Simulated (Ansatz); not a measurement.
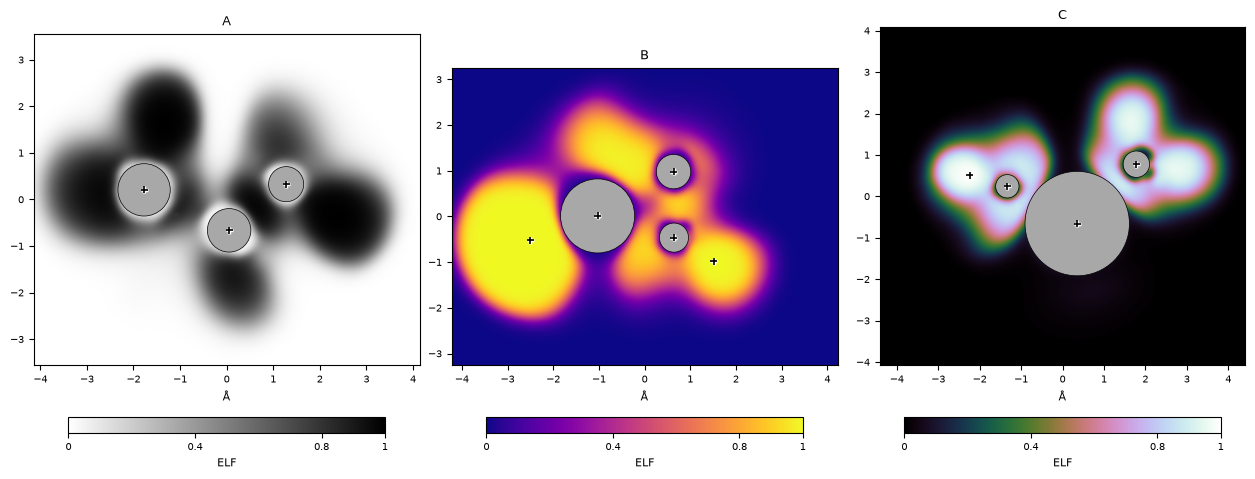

The ELF of 3 systems, each on a plane through atoms (crosses mark nuclei in the plane; grey discs cover the cores).

Theory: RKS PBE0-D4/def2-TZVPP in Ansatz.

System 1: CH3AlFN (SMILES F[CH]1[NH][AlH]1), the plane of atoms C2, N3 and Al4. Geometry: PBE0-D4/def2-TZVP.

```json
{"atom": "F", "x (Å)": "-1.8777", "y (Å)": "-0.2689", "z (Å)": "0.1410"}
{"atom": "C", "x (Å)": "-0.6714", "y (Å)": "0.2276", "z (Å)": "-0.3666"}
{"atom": "N", "x (Å)": "0.3280", "y (Å)": "0.4520", "z (Å)": "0.6519"}
{"atom": "Al", "x (Å)": "0.9221", "y (Å)": "-0.8500", "z (Å)": "-0.3321"}
{"atom": "H", "x (Å)": "-0.9421", "y (Å)": "1.0840", "z (Å)": "-0.9868"}
{"atom": "H", "x (Å)": "0.2152", "y (Å)": "1.1762", "z (Å)": "1.3455"}
{"atom": "H", "x (Å)": "2.0871", "y (Å)": "-1.8890", "z (Å)": "-0.4986"}
```

System 2: BrH4HfNO2, the plane of atoms N1, Hf2 and O3. Geometry: PBE0-D4/def2-TZVP; core potentials replace the inner electrons of Hf.

```json
{"atom": "N", "x (Å)": "-0.2292", "y (Å)": "0.8677", "z (Å)": "1.4149"}
{"atom": "Hf", "x (Å)": "-0.0294", "y (Å)": "0.0426", "z (Å)": "-0.4211"}
{"atom": "O", "x (Å)": "1.8160", "y (Å)": "-0.4155", "z (Å)": "-0.6233"}
{"atom": "O", "x (Å)": "-1.2667", "y (Å)": "-1.4127", "z (Å)": "-0.5081"}
{"atom": "Br", "x (Å)": "-0.6453", "y (Å)": "1.7446", "z (Å)": "-2.2101"}
{"atom": "H", "x (Å)": "0.4964", "y (Å)": "1.3545", "z (Å)": "1.9215"}
{"atom": "H", "x (Å)": "-1.0646", "y (Å)": "0.8408", "z (Å)": "1.9818"}
{"atom": "H", "x (Å)": "2.6534", "y (Å)": "-0.8008", "z (Å)": "-0.8579"}
{"atom": "H", "x (Å)": "-1.7306", "y (Å)": "-2.2212", "z (Å)": "-0.6977"}
```

System 3: CH5BS2, the plane of atoms C1, B2 and S4. Geometry: PBE0-D4/def2-TZVP.

```yaml
atoms:
  - { symbol: C, position_ang: [-0.5585, 0.6258, 0.6924] }
  - { symbol: B, position_ang: [-0.4055, -0.4314, -0.4652] }
  - { symbol: S, position_ang: [0.6067, -2.0152, -0.1622] }
  - { symbol: S, position_ang: [1.4240, -0.5316, -1.3190] }
  - { symbol: H, position_ang: [0.2884, 0.6436, 1.3847] }
  - { symbol: H, position_ang: [-0.7146, 1.6373, 0.3061] }
  - { symbol: H, position_ang: [-1.4481, 0.3768, 1.2811] }
  - { symbol: H, position_ang: [-1.1989, -0.5219, -1.3562] }
  - { symbol: H, position_ang: [2.0950, 0.1700, -0.3786] }
```

Question: Match each panel to its system.

Answer: Panel A is system 3, CH5BS2: the plane holds C, B and S. C–B (1.58 Å): the ELF peaks at about 0.95 between the atoms; a shared electron pair. Panel B is system 1, CH3AlFN: the plane holds C, N, Al and H. C–N (1.44 Å): the ELF peaks at about 0.90 between the atoms, as expected for localised, covalent bonding. Panel C is system 2, BrH4HfNO2: the plane holds N, Hf, O and H. Hf–O (1.91 Å): the ELF peaks at about 0.80 in the valence shell of O, 0.5 Å from its nucleus, and drops to about 0.20 between the two atoms.
